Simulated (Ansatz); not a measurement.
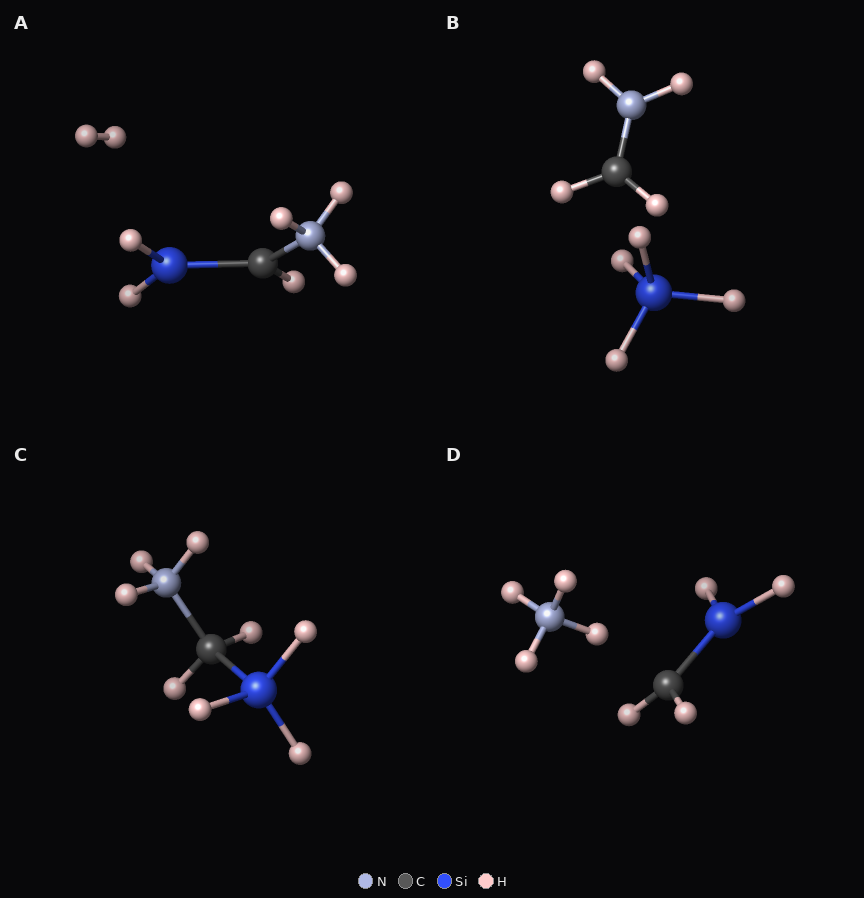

4 stationary structures of one formula. Charge +1, singlet. Geometries: PBE0-D4/def2-TZVP. Electronic energies: RHF-CCSD(T) (frozen core)/def2-TZVPP (Ansatz 0.2.0), without zero-point energy. No frequency run is at hand to confirm each as a minimum. Each is one conformer, not always the lowest.

Question: Which structure is the most stable?

Answer: C is lowest; D lies 1.101 eV above it, B lies 1.332 eV above it, A lies 2.349 eV above it.
